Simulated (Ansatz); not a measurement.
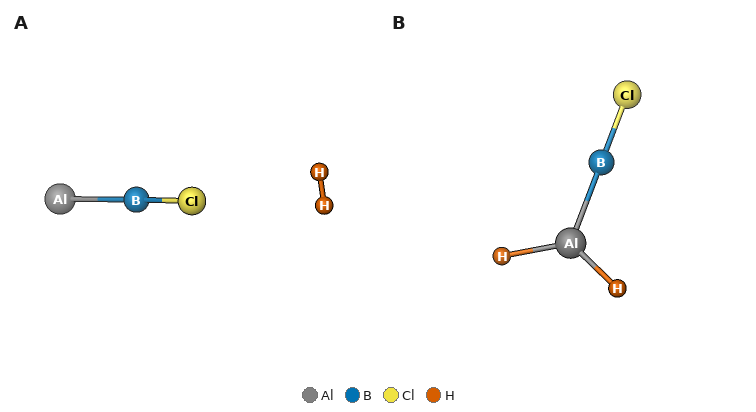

2 stationary structures of one formula. The species is neutral and a spin doublet. Geometries: PBE-D4/def2-SVP. Electronic energies: PBE-D4/def2-SVP (Ansatz 0.2.0), without zero-point energy. No frequency run is at hand to confirm each as a minimum.

Which structure is the most stable?

B is lowest; A lies 133.9 kJ/mol above it.
